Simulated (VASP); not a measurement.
Band structure of SiSe$_{2}$ (space group Ibam). Method: PBEsol GGA, VASP's PBE PAW potentials (set 64) (plane waves; VASP).

Without a dispersion term in the relaxation, distances and binding between the weakly bound layers, chains or molecules are unreliable, and so is what depends on them.

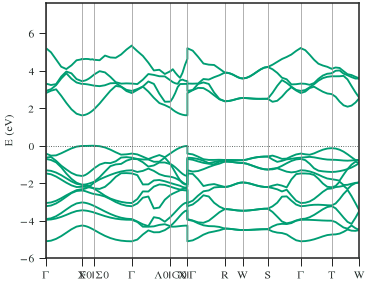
Bands along high-symmetry lines, zero at the valence-band maximum or, without a gap, the Fermi level

**Question.** Read the plot: is there a gap, and where are the band edges?

**Answer.** The gap is indirect, 1.62 eV, from the valence maximum at X-F0 at 0.86 to the conduction minimum at X. (Edges off the drawn lines would not show.)

The structure comes from a computed database's SiSe2 entry (Ibam); how it stands against other phases isn't given here. It was relaxed first, which changed the volume by -8 %.
